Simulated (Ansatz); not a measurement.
# BaIBr (Pnma): the dielectric response by several routes

How strongly does BaIBr (Pnma) screen? Routes: perturbation theory, a sum over states and the RPA step of G0W0.

Calculated with Ansatz 0.2.0; linear response on PBEsol, plane waves, PAW.

## Step 1: Starting point

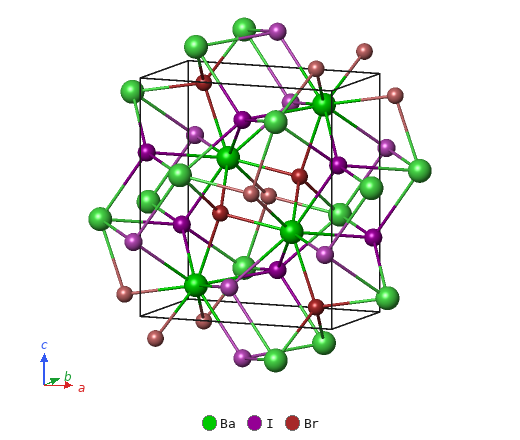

The cell as given, slightly off an axis (barium green, iodine purple, bromine red). Some periodic images of atoms are drawn too.

Coordinates:

```cif
data_structure
_symmetry_space_group_name_H-M 'Pnma'
_symmetry_Int_Tables_number 62
_cell_length_a 8.8145
_cell_length_b 5.1243
_cell_length_c 10.1917
_cell_angle_alpha 90.000
_cell_angle_beta 90.000
_cell_angle_gamma 90.000
_cell_volume 460.34
loop_
_atom_site_label
_atom_site_type_symbol
_atom_site_symmetry_multiplicity
_atom_site_Wyckoff_symbol
_atom_site_fract_x
_atom_site_fract_y
_atom_site_fract_z
_atom_site_occupancy
Ba1 Ba 4 c 0.72882 0.25000 0.37514 1
I1 I 4 c 0.47161 0.25000 0.83178 1
Br1 Br 4 c 0.85647 0.25000 0.06669 1
```

The cell and positions are those that the Materials Project relaxed with its own functionals (PBE, PBE+U or r2SCAN), kept fixed. Spin-orbit coupling is left out unless a step names it. The default PAW set here is soft_2. Its files were made with PBE.

## Step 2: Response to a homogeneous field

ε∞ sets how strongly the crystal screens. Perturbation theory gives it with local fields and without a sum over empty bands.

This step: dielectric response by perturbation theory, PBEsol, plane waves, PAW.

Contents of input.yaml:

```yaml
crystal:
  lattice:
    - [8.81446039, 0.0, 0.0]
    - [0.0, 5.12429103, 0.0]
    - [0.0, 0.0, 10.19167839]
  atoms:
    - { symbol: Ba, position: [0.72882454, 0.25, 0.37513703] }
    - { symbol: Ba, position: [0.27117546, 0.75, 0.62486297] }
    - { symbol: Ba, position: [0.77117546, 0.75, 0.87513703] }
    - { symbol: Ba, position: [0.22882454, 0.25, 0.12486297] }
    - { symbol: I, position: [0.47161056, 0.25, 0.83177655] }
    - { symbol: I, position: [0.52838944, 0.75, 0.16822345] }
    - { symbol: I, position: [0.02838944, 0.75, 0.33177655] }
    - { symbol: I, position: [0.97161056, 0.25, 0.66822345] }
    - { symbol: Br, position: [0.8564719, 0.25, 0.06668585] }
    - { symbol: Br, position: [0.1435281, 0.75, 0.93331415] }
    - { symbol: Br, position: [0.6435281, 0.75, 0.56668585] }
    - { symbol: Br, position: [0.3564719, 0.25, 0.43331415] }
kpoints:
  mp_grid: { grid: [4, 4, 2] }
hamiltonian:
  xc: pbesol
scf:
  occupations: { method: fixed }
dielectric: {}
```

Launch:

```sh
$ ansatz run input.yaml --threads 3 --pin off --max-ram 92160MiB --backend cuda --events-out ev --progress --plain --runs-dir out --devices 1 --max-vram 13GiB
```

Numbers of over 12 decimals in the logs are rounded to 6 here.

The log of the run:

```text
GPUs: using 1 of 1 available (devices: 1).
Engine: ansatz 0.2.0, x86_64-unknown-linux-gnu
Pseudopotentials: kind: paw
Pseudopotential: Ba, paw, valence charge 10, recommended cutoff 420 eV (normal), Ba.paw.azcp
Pseudopotential: I, paw, valence charge 17, recommended cutoff 420 eV (normal), I.paw.azcp
Pseudopotential: Br, paw, valence charge 7, recommended cutoff 420 eV (normal), Br.paw.azcp
Functional definition: PBEsol
  exchange = pbesol_x
  correlation = pbesol_c
device memory: the entry about to start is reckoned to put 5.2 GiB on a device that reports 39.6 GiB free (of which the cap on the GPU budget leaves the run 13.0 GiB)
GPU FFT provider: cuFFT
GPU libraries: cuBLAS 13.8.2, cuFFT 12.4.0, cuSOLVER 12.3.4
Crystal: 12 atoms, lattice volume = 460.336 Å³
Basis set: ecut = 420 eV, 8947 PW (Γ), exchange–correlation on 120×72×144 points (8 copies of the dense FFT grid, shifted against one another)
Bands: 82, of which v1, the nominal top of the filled ones, is band 68 counted from 1 (67 counted from 0)
Symmetry: 8 space group operations
k-points: 20 of 32 (irreducible under 1 space group operation, time reversal used)
Non-local potential: Ba, projectors of the file, l = 0: 3, l = 1: 2, l = 2: 2, l = 3: 2
Non-local potential: I, projectors of the file, l = 0: 2, l = 1: 2, l = 2: 2, l = 3: 2
Non-local potential: Br, projectors of the file, l = 0: 2, l = 1: 2, l = 2: 2
PAW form: soft (Blöchl's): semilocal exchange-correlation on the pseudo side does not see the compensation charge
PAW frozen core: Ba, regenerated for the run's functional, and the local potential with it (the file was generated under x = pbe(κ = 0.804, μ = 0.219515), c = pbe(β = 0.066725))
PAW frozen core: I, regenerated for the run's functional, and the local potential with it (the file was generated under x = pbe(κ = 0.804, μ = 0.219515), c = pbe(β = 0.066725))
PAW frozen core: Br, regenerated for the run's functional, and the local potential with it (the file was generated under x = pbe(κ = 0.804, μ = 0.219515), c = pbe(β = 0.066725))
PAW one-centre angular grid: Ba, 194 points (default); XC on 64 Gauss nodes
PAW one-centre angular grid: I, 590 points (default); XC on 64 Gauss nodes
PAW one-centre angular grid: Br, 110 points (default); XC on 64 Gauss nodes
Initial density: superposition of atomic densities (neutral atoms: chi_scale 0, normalization atom), corrected by the library's trained network
Initial wavefunctions: pseudopotential atomic-orbital guess
GPU buffer pool allocated for 155520 grid points (all kernels)
GPU transforms: local potential and band sums: pruned to the plane-wave sphere, on 60×36×72
Functional: x = pbesol(κ = 0.804, μ = 0.123457), c = pbesol(β = 0.046)
SCF iter   1: F=—  HF=-64150.226517 eV  |F-HF|=—  |Δ(HF+E_count)|=         —  Δρ=2.04e-3  dr2=2.69e-2  ethr=1.77e-3  ⟨swp⟩=8.7  Hψ=7146  notcnv=0  defer=220
preconditioner: auto → Resta (q_TF=auto, 2.227 Å⁻¹)  ε∞=3.1  [insulator: Δε(μ)=3.380 eV  Ē_g=11.216 eV  n_scr=82 (ndim 8)  ℏωp=16.2 eV  f_vac=0.008  ε∞_Penn≈3.1]
SCF iter   2: F=—  HF=-64150.224655 eV  |F-HF|=—  |Δ(HF+E_count)|=   1.86e-3  Δρ=1.06e-3  dr2=5.72e-3  ethr=1.98e-5  ⟨swp⟩=4.8  Hψ=3285  notcnv=0  defer=239
SCF iter   3: F=—  HF=-64150.226136 eV  |F-HF|=—  |Δ(HF+E_count)|=   1.48e-3  Δρ=2.49e-4  dr2=2.71e-4  ethr=4.21e-6  ⟨swp⟩=3.1  Hψ=2452  notcnv=0  defer=236
SCF iter   4: F=—  HF=-64150.226288 eV  |F-HF|=—  |Δ(HF+E_count)|=   1.52e-4  Δρ=4.32e-5  dr2=8.46e-6  ethr=1.99e-7  ⟨swp⟩=2.1  Hψ=2700  notcnv=0  defer=236
SCF iter   5: F=—  HF=-64150.226682 eV  |F-HF|=—  |Δ(HF+E_count)|=   3.94e-4  Δρ=8.85e-6  dr2=3.52e-7  ethr=6.22e-9  ⟨swp⟩=2.0  Hψ=2886  notcnv=0  defer=236
SCF iter   6: F=—  HF=-64150.226683 eV  |F-HF|=—  |Δ(HF+E_count)|=   6.60e-7  Δρ=2.02e-6  dr2=2.41e-8  ethr=2.59e-10  ⟨swp⟩=2.0  Hψ=2588  notcnv=0  defer=236
SCF iter   7: F=—  HF=-64150.226683 eV  |F-HF|=—  |Δ(HF+E_count)|=   3.51e-8  Δρ=5.57e-7  dr2=1.84e-9  ethr=1.77e-11  ⟨swp⟩=2.0  Hψ=2771  notcnv=0  defer=236
SCF iter   8: F=—  HF=-64150.226683 eV  |F-HF|=—  |Δ(HF+E_count)|=   1.52e-9  Δρ=2.39e-7  dr2=2.57e-10  ethr=1.35e-12  ⟨swp⟩=2.0  Hψ=2850  notcnv=0  defer=236
SCF iter   9: F=-64150.226683 eV  HF=-64150.226683 eV  |F-HF|=7.28e-12  |Δ(HF+E_count)|=  6.55e-11  Δρ=5.59e-8  dr2=1.65e-11  ethr=1.00e-12  ⟨swp⟩=18.0  Hψ=10486  notcnv=0
SCF 1 converged in 9 iterations: F = -64150.226683 eV  dr2 = 1.65e-11
  greatest PAW one-centre occupation: 0.999 electrons in one spin orbital (limit 2), on the I atom at site 5 (counted from 0), in its partial waves of l = 2
the response reads at least the filled bands of the reference SCF and the lowest empty band at each k-point, and that SCF's band table does not vouch for those bands. The notice of the band table in this run's record says why
device memory: the entry about to start is reckoned to put 0.1 GiB (of the 0.3 GiB reckoned in all, the device holds 0.2 GiB already) on a device that reports 39.4 GiB free (of which the cap on the GPU budget leaves the run 12.8 GiB)
device memory: the entry about to start is reckoned to put 5.2 GiB (of the 5.4 GiB reckoned in all, the device holds 0.2 GiB already) on a device that reports 39.4 GiB free (of which the cap on the GPU budget leaves the run 12.8 GiB)
DFPT response loops at Γ: preconditioner auto → Resta (q_TF=auto, 2.227 Å⁻¹)  ε∞=4.2 (no band partly filled); β = 1.00, the filter's whole step (`scf.mixing.beta` (0.50) is not read by the response loops at its default; to damp them type it under 1.00, their step now; it binds the ground state too); Broyden in place of MSR1
── the response to a field inside a basis, on 4×8×4 k-points: an SCF that follows is theirs, and a resumed run solves both again ──
device memory: the entry about to start is reckoned to put 1.1 GiB on a device that reports 40.4 GiB free (of which the cap on the GPU budget leaves the run 12.7 GiB)
GPU FFT provider: cuFFT
GPU libraries: cuBLAS 13.8.2, cuFFT 12.4.0, cuSOLVER 12.3.4
Bands: 69, of which v1, the nominal top of the filled ones, is band 68 counted from 1 (67 counted from 0)
k-points: 16 of 128
Initial density: handed on by an earlier stage of this run
Initial wavefunctions: pseudopotential atomic-orbital guess (no wavefunctions were taken with the density)
GPU buffer pool allocated for 155520 grid points (all kernels)
GPU transforms: band sums: pruned to the plane-wave sphere, on 60×36×72
Eigensolver: Dense (16 Hₖ)
SCF iter   1: F=—  HF=-64150.032661 eV  |F-HF|=—  |Δ(HF+E_count)|=         —  Δρ=4.80e-4  dr2=3.33e-4  ethr=1.00e-1
preconditioner: auto → Resta (q_TF=auto, 2.227 Å⁻¹)  ε∞=3.5  [insulator: Δε(μ)=3.609 eV  Ē_g=10.332 eV  n_scr=82 (ndim 8)  ℏωp=16.2 eV  f_vac=0.007  ε∞_Penn≈3.5]
SCF iter   2: F=—  HF=-64150.032377 eV  |F-HF|=—  |Δ(HF+E_count)|=   2.84e-4  Δρ=2.20e-4  dr2=7.47e-5  ethr=2.45e-7
SCF iter   3: F=—  HF=-64150.032355 eV  |F-HF|=—  |Δ(HF+E_count)|=   2.18e-5  Δρ=3.96e-5  dr2=4.06e-6  ethr=5.50e-8
SCF iter   4: F=—  HF=-64150.032356 eV  |F-HF|=—  |Δ(HF+E_count)|=   1.10e-6  Δρ=6.21e-6  dr2=1.30e-7  ethr=2.99e-9
SCF iter   5: F=-64150.032356 eV  HF=-64150.032356 eV  |F-HF|=5.41e-9  |Δ(HF+E_count)|=   1.21e-7  Δρ=9.39e-7  dr2=6.54e-9  ethr=9.58e-11
SCF 1 converged in 5 iterations: F = -64150.032356 eV  dr2 = 6.54e-9
device memory: the entry about to start is reckoned to put 0.1 GiB (of the 0.3 GiB reckoned in all, the device holds 0.2 GiB already) on a device that reports 40.3 GiB free (of which the cap on the GPU budget leaves the run 12.5 GiB)
device memory: the entry about to start is reckoned to put 5.9 GiB (of the 6.1 GiB reckoned in all, the device holds 0.1 GiB already) on a device that reports 41.1 GiB free (of which the cap on the GPU budget leaves the run 12.2 GiB)
DFPT response loops at Γ: preconditioner auto → Resta (q_TF=auto, 2.227 Å⁻¹)  ε∞=4.1 (no band partly filled); β = 1.00, the filter's whole step (`scf.mixing.beta` (0.50) is not read by the response loops at its default; to damp them type it under 1.00, their step now; it binds the ground state too); Broyden in place of MSR1
SCF converged after 9 iterations
Free energy (F): -64150.226683 eV
Harris-Foulkes:  -64150.226683 eV  (|F-HF|=7.28e-12)
Internal energy: -64150.226683 eV  (E = F + TS)
E sigma→0 (E₀):  -64150.226683 eV
Fermi energy:    4.915990 eV
--- Per-component energies (eV) ---
  E_band       = -1807.031433
  E_kinetic    = 1960.463226
  E_local      = -10554.520774  (includes V_loc(G=0)·N_el)
  E_nonlocal   = 160.574832
  E_hartree    = 4982.664021
  E_xc         = -2223.051955
  E_vxc        = -1472.480877  (∫ρ·V_xc dr)
  E_paw        = -48321.246757  (= ΣΔE_a)
  E_vpaw       = -1866.396094  (= ΣTr[D̂ρ^β])
  E_aug_tail   = 0.000068  (compensation charges beyond the density's cutoff)
  E_ewald      = -10157.732725
  E_core_change = 2.623382  (= ΣΔE_core)
  E_smearing   = -0.000000  (= −TS)
  E_closure    = 0.000000  (closes the sum)
  Σ components = -64150.226683   (vs F -64150.226683, Δ=0.00e0)
--- Band table (eV; the first three rows and the last of 20) ---
  k-point 0: bands = [... 64 lower, 4.5986, 4.7332, 4.7882, 4.9160, 8.3421, 8.9124, 8.9463, 9.0953, ... 10 higher]
  k-point 1: bands = [... 64 lower, 4.5097, 4.5097, 4.6705, 4.6705, 8.8051, 8.8051, 9.0747, 9.0747, ... 10 higher]
  k-point 2: bands = [... 64 lower, 4.3579, 4.4611, 4.5450, 4.7050, 8.9012, 9.3090, 9.4641, 9.6222, ... 10 higher]
  k-point 19: bands = [... 64 lower, 4.5341, 4.5341, 4.5341, 4.5341, 9.8384, 9.8384, 9.8384, 9.8384, ... 10 higher]
--- Dielectric response (ions clamped): 3 representative field directions + reference, inside a basis on a mesh of 128 k-points (Σ response iterations 12) ---
  ε∞ (high-frequency dielectric tensor):
        4.114001     0.000000    -0.000000
        0.000000     4.126340     0.000000
       -0.000000     0.000000     4.120944
  Born effective charges Z* (e; rows j = field, columns β = displacement):
    site 0:
         2.74300    0.00000   -0.00239
         0.00000    2.79081    0.00000
        -0.04226    0.00000    2.77108
    site 1:
         2.74300    0.00000   -0.00239
         0.00000    2.79081    0.00000
        -0.04226    0.00000    2.77108
    site 2:
         2.74300    0.00000    0.00239
         0.00000    2.79081    0.00000
         0.04226    0.00000    2.77108
    site 3:
         2.74300    0.00000    0.00239
         0.00000    2.79081    0.00000
         0.04226    0.00000    2.77108
    site 4:
        -1.40262   -0.00000   -0.09795
        -0.00000   -1.45686   -0.00000
        -0.12289   -0.00000   -1.18925
    site 5:
        -1.40262   -0.00000   -0.09795
        -0.00000   -1.45686   -0.00000
        -0.12289   -0.00000   -1.18925
    site 6:
        -1.40262    0.00000    0.09795
         0.00000   -1.45686   -0.00000
         0.12289   -0.00000   -1.18925
    site 7:
        -1.40262    0.00000    0.09795
         0.00000   -1.45686   -0.00000
         0.12289   -0.00000   -1.18925
    site 8:
        -1.34038   -0.00000   -0.09655
        -0.00000   -1.33395   -0.00000
        -0.10607   -0.00000   -1.58183
    site 9:
        -1.34038   -0.00000   -0.09655
        -0.00000   -1.33395   -0.00000
        -0.10607   -0.00000   -1.58183
    site 10:
        -1.34038   -0.00000    0.09655
         0.00000   -1.33395   -0.00000
         0.10607   -0.00000   -1.58183
    site 11:
        -1.34038    0.00000    0.09655
         0.00000   -1.33395   -0.00000
         0.10607   -0.00000   -1.58183
  Z* charge neutrality: 1.933e-2 e pre-enforcement
  solved inside a basis spanned on kpoints, on 4×8×4 k-points, taken by the longest dipole's decay: ε∞ is read to err by 2.1e-2, Z* by 1.0e-1 e (field_mesh: kpoints solves on kpoints); Z* is corrected for what the basis lacks
```

It took 66 s on 1 × NVIDIA H100 80GB HBM3 (shared by 6 runs) with 3 threads of AMD EPYC 7R13 (Zen 3), shared host; peak memory 4.4 GiB.

Reading the cycles: dr2 is the Hartree energy of the density residual (eV), the measure of convergence; HF is the Harris–Foulkes estimate of the energy, which meets the free energy F at convergence.

This step gave:

- stated error of ε∞: 0.021

One over ε∞ averages 0.24, near the quarter of exact exchange in PBE0.

High-frequency dielectric tensor:

```
4.11 0.00 0.00
0.00 4.13 0.00
0.00 0.00 4.12
```

Born effective charge (e), principal values of the symmetric part by kind of site:

```csv
atom,atoms with these values,low,middle,high,mean
Ba1,4,2.73,2.78,2.79,2.77
I5,4,-1.46,-1.45,-1.14,-1.35
Br9,4,-1.62,-1.33,-1.30,-1.42
```

In full for I5:

```
-1.40  0.00 -0.10
 0.00 -1.46  0.00
-0.12  0.00 -1.19
```

## Step 3: Independent-particle spectrum

The independent-particle spectrum shows where the oscillator strength lies, before excitons and local fields.

This step: independent-particle optics on PBEsol, plane waves, PAW.

Edit input.yaml of step 2 so:

```diff
@@ -24,2 +24,4 @@
   occupations: { method: fixed }
-dielectric: {}
+  n_extra_bands: 315
+output:
+  optics: { e_range: [0, 25], de: 0.1, sigma: 0.2 }
```

The log of the run:

```text
[...]
GPUs: using 1 of 1 available (devices: 1).
[...]
GPU FFT provider: cuFFT
GPU libraries: cuBLAS 13.8.2, cuFFT 12.4.0, cuSOLVER 12.3.4
Crystal: 12 atoms, lattice volume = 460.336 Å³
Basis set: ecut = 420 eV, 8947 PW (Γ)
Bands: 383, of which v1, the nominal top of the filled ones, is band 68 counted from 1 (67 counted from 0)
Symmetry: 8 space group operations
[...]
k-points: 18 of 32
[...]
GPU buffer pool allocated for 155520 grid points (all kernels)
[...]
SCF iter   1: F=—  HF=-64150.228384 eV  |F-HF|=—  |Δ(HF+E_count)|=         —  Δρ=1.98e-3  dr2=2.56e-2  ethr=1.77e-3  ⟨swp⟩=4.2  Hψ=24247  notcnv=0  defer=5597
[...]
SCF iter  10: F=-64150.226838 eV  HF=-64150.226838 eV  |F-HF|=0.00e0  |Δ(HF+E_count)|=  1.46e-11  Δρ=1.64e-8  dr2=1.06e-12  ethr=1.00e-12  ⟨swp⟩=19.2  Hψ=88438  notcnv=0
SCF 1 converged in 10 iterations: F = -64150.226838 eV  dr2 = 1.06e-12
[...]
Optics k sum: 0 of 18 k-points
Optics k sum: 1 of 18 k-points
[...]
Optics k sum: 18 of 18 k-points
[...]
SCF converged after 10 iterations
Free energy (F): -64150.226838 eV
[...]
Internal energy: -64150.226838 eV  (E = F + TS)
E sigma→0 (E₀):  -64150.226838 eV
Fermi energy:    4.915995 eV
[...]
--- Band table (eV; the first three rows and the last of 18) ---
  k-point 0: bands = [... 64 lower, 4.5986, 4.7332, 4.7882, 4.9160, 8.3421, 8.9124, 8.9463, 9.0953, ... 311 higher]
  k-point 1: bands = [... 64 lower, 4.5097, 4.5097, 4.6705, 4.6705, 8.8051, 8.8051, 9.0747, 9.0747, ... 311 higher]
  k-point 2: bands = [... 64 lower, 4.3579, 4.4611, 4.5450, 4.7050, 8.9013, 9.3090, 9.4641, 9.6222, ... 311 higher]
  k-point 17: bands = [... 64 lower, 4.5341, 4.5341, 4.5341, 4.5341, 9.8384, 9.8384, 9.8384, 9.8384, ... 311 higher]
```

Elapsed: 3.1 min, on 1 × NVIDIA H100 80GB HBM3 (shared by 6 runs) with 3 threads; peak memory 2.8 GiB.

Numbers from this step:

* ε∞ without local fields (xx, yy, zz): 4.531, 4.555, 4.520
* electrons in the f-sum (xx, yy, zz): 131.1, 131.0, 131.0
* bands in the explicit sum (the static value is completed to all bands): 383

The sum gives ε∞ = 4.53, 4.56 and 4.52 without local fields.

The ε₂ has structure finer than the step of the table below, so its rows give means over 2 eV, whole bins alone (the curve runs from 0 to 25 eV). Peaks (eV: height): xx 5.6: 10.7, 16.4: 2.89; yy 5.4: 11.2, 16.4: 3.02; zz 5.3: 9.63, 17.1: 2.92.

Independent particles, no local fields, Gaussian width 0.2 eV. ε₂ against photon energy; means over each step:

```csv
photon energy (eV),xx,yy,zz
2,0,0,0
4,1.14,1.18,1.27
6,8.04,8.04,7.43
8,3.56,3.59,4.15
10,2.04,2.01,2.14
12,1.65,1.70,1.52
14,0.817,0.869,0.795
16,1.97,1.96,1.88
18,1.62,1.55,1.63
20,0.528,0.552,0.564
22,0.271,0.268,0.288
24,0.184,0.192,0.178
```

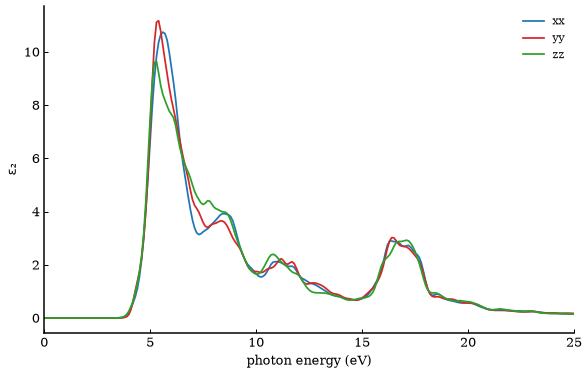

ε₂ against photon energy.

(Continued in part 2 of 2.)

[Paths, hosts, dates, memory and timing lines, banners, echoed tables and standing remarks are left out of the program output.]

[Logs are printed without paths, hosts, clocks, repeated set-up lines and the standing remarks that a program may print on its own settings, such as how far it seeks lower states.]

[Runs of the session that timed out or met a known fault of the program may be left out.]

[Cells called generated may have been cut or substituted from an entry of the Crystallography Open Database or the Materials Project.]

[Hosts, paths, dates, database ids (printed as entryN), source tags and the programs' standing remarks are cut or masked in the printed files.]
